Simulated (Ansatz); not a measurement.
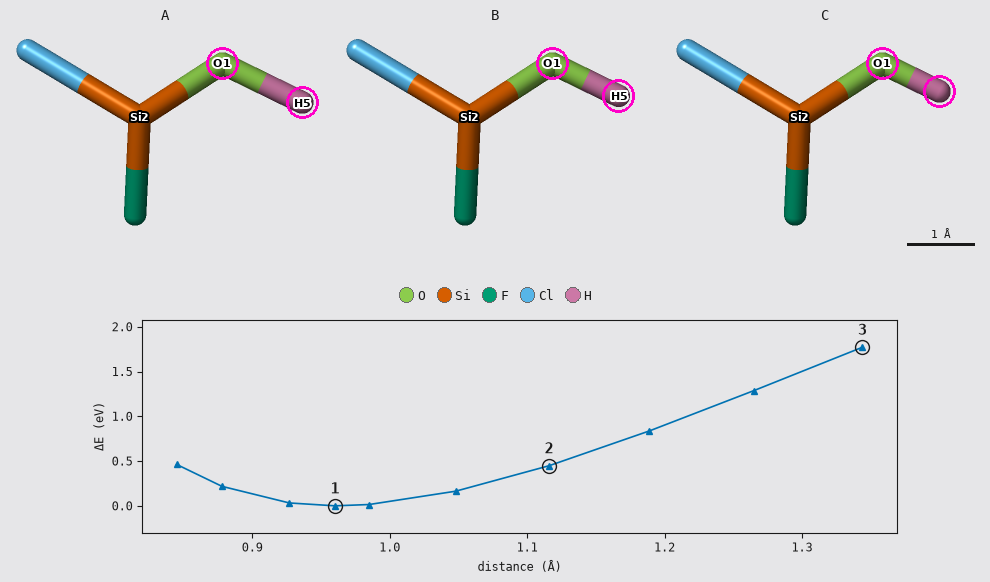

SiHOClF (multiplicity 2): the O–H bond length is varied, with the rest of the molecule carried along rigidly. The frames are shuffled; the numbered points of the plot belong to them. A stick model, seen face on. The ringed atoms are those of the scanned coordinate.

Single-point energies from Ansatz with r2SCAN-D4 in the def2-TZVPP basis, on geometries moved rigidly from the minimum at PBE0-D4/def2-TZVP. Energies are counted from the PBE0-D4/def2-TZVP minimum geometry at the same level.

### Match the frames to the points.

Point 1 is frame C (the distance 0.960 Å, 0.000 eV); 2 is frame B (the distance 1.116 Å, 0.448 eV); 3 is frame A (the distance 1.344 Å, 1.771 eV). Of the computed points the lowest is at the distance 0.960 Å, 0.000 eV. The curvature at the lowest point is about 54 eV/Å² (8.6 mdyn/Å). The well is steeper on the short side, as for any bond.
